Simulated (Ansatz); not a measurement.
# N2H3 (hydrazinyl radical) at RPA@PBE/def2-TZVP

What is the electronic atomisation energy of N2H3 (hydrazinyl radical) at RPA@PBE/def2-TZVP? 

The calculation is run with Ansatz 0.2.0.

28 further runs of the same task are left out: 28 set aside as unsound or not needed.

## (1) Starting point

N2H3 has 5 atoms, charge 0, and is taken as a doublet. SMILES: `[NH]N`. Geometry: relaxed at PBE0-D4/def2-TZVP. This is one conformer, not always the lowest.

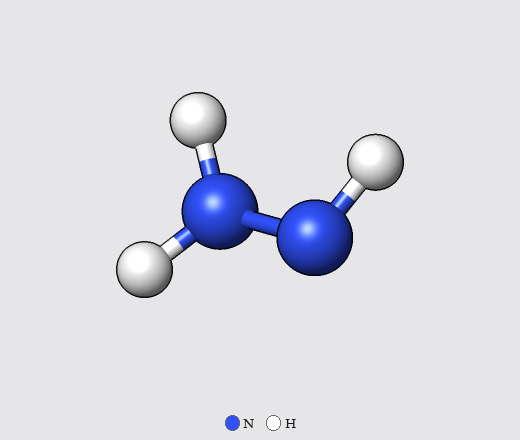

Viewed from a chosen angle; nitrogen blue, hydrogen white.

## (2) The energy at RPA@PBE/def2-TZVP

File molecule.yaml:

```yaml
crystal:
  periodic: [false, false, false]
  atoms:
    - {symbol: "N", position_ang: [-0.187600, -0.818050, 0.454040]}
    - {symbol: "N", position_ang: [-0.128660, 0.235610, -0.368450]}
    - {symbol: H, position_ang: [0.759840, -0.951450, 0.811270]}
    - {symbol: H, position_ang: [-1.030950, 0.592300, -0.640030]}
    - {symbol: H, position_ang: [0.587360, 0.941580, -0.256830]}
basis:
  gaussian:
    orbitals: def2-TZVP
magnetization:
  spin_polarized: true
  initial_magnetization: 1
hamiltonian:
  xc: {name: PBE}
correlation:
  method: rpa
  frozen_orbitals: {H: 0, "N": 1}
accuracy: high
```

Started as:

```bash
$ ansatz run molecule.yaml --threads 1 --pin off --max-ram 3480MiB --events-out events.jsonl --progress --plain --runs-dir runs
```

The log of the run:

```text
Warning: RAYON_NUM_THREADS=1 ignored (pool sized by the plan → 1); use --threads N
Functional definition: PBE
  name "PBE"
  parameter kappa = 0.804
  parameter beta = 0.06672455060314922
  exchange = pbe_x(kappa = kappa, mu = beta*pi^2/3)
  correlation = pbe_c(beta = beta)
1425 factors; integrals over basis functions are off by at most 3.0e-9 eV
mean field evaluation 1: about -3018.0823 eV, gradient 4.0e1 eV
mean field evaluation 2: about -3018.0792 eV, gradient 4.0e1 eV
mean field evaluation 4: about -3023.7417 eV, gradient 1.3e1 eV
mean field evaluation 8: about -3024.4739 eV, gradient 2.4e-1 eV
mean field evaluation 16: about -3024.4742 eV, gradient 8.1e-5 eV
mean field evaluation 32: about -3023.3990 eV, gradient 9.7e0 eV
mean field -3024.47416664 eV, -111.1473755620 hartree, gradient 1.9e-8 eV, S^2 0.752482; 2 other end points of the search recorded, 0 dependent functions left out
2 core orbitals not correlated: weight in the atoms' cores, before any rotation towards them, 1.000 or more for the frozen orbitals, at most 0.000 for the correlated occupied ones
reference -3009.59524753 eV, -110.6005853697 hartree; 7, 6 occupied and 71, 72 virtual orbitals, 1425 factors
Total energy: -3027.03517090 eV, -111.2414907323 hartree
```

It took 6.6 s on 1 thread of Arm Neoverse V1, shared host; peak memory 0.24 GiB.

## (3) The H atom, same level

File input.yaml:

```yaml
crystal:
  periodic: [false, false, false]
  atoms:
    - symbol: H
      position_ang: [0.000000, 0.000000, 0.000000]
basis:
  gaussian:
    orbitals: def2-TZVP
correlation:
  method: rpa
  frozen_orbitals: {H: 0}
magnetization:
  spin_polarized: true
  initial_magnetization: 1
accuracy: high
hamiltonian:
  xc: pbe
```

Run the same way, it converges to -0.51330 Eh (log not shown).

## (4) The N atom at the same level

File job.yaml:

```yaml
crystal:
  periodic: [false, false, false]
  atoms:
    - symbol: N
      position_ang: [0.000000, 0.000000, 0.000000]
basis:
  gaussian:
    orbitals: def2-TZVP
magnetization:
  spin_polarized: true
  initial_magnetization: 3
hamiltonian:
  xc: pbe
correlation:
  method: rpa
  frozen_orbitals: {"N": 1}
accuracy: high
```

Run the same way, it converges to -54.59165 Eh (log not shown).

## (5) Outcome

Level: RPA@PBE/def2-TZVP, 2 core orbitals frozen.

| quantity | value |
| --- | --- |
| molecule: total energy | -111.24149 Eh |
| molecule: RPA correlation energy (valence) | -640.9 mEh |
| molecule: ⟨S²⟩ of the reference determinant | 0.752 |
| H atom: total energy | -0.51330 Eh |
| H atom: RPA correlation energy | -13.9 mEh |
| H atom: ⟨S²⟩ of the reference determinant | 0.750 |
| N atom: total energy | -54.59165 Eh |
| N atom: RPA correlation energy (valence) | -193.3 mEh |
| N atom: ⟨S²⟩ of the reference determinant | 3.752 |
| electronic atomisation energy | 14.103 eV |

**Reading.** Taking the molecule apart into free atoms costs 14.10 eV (1361 kJ/mol), before zero-point energy and without spin-orbit coupling.
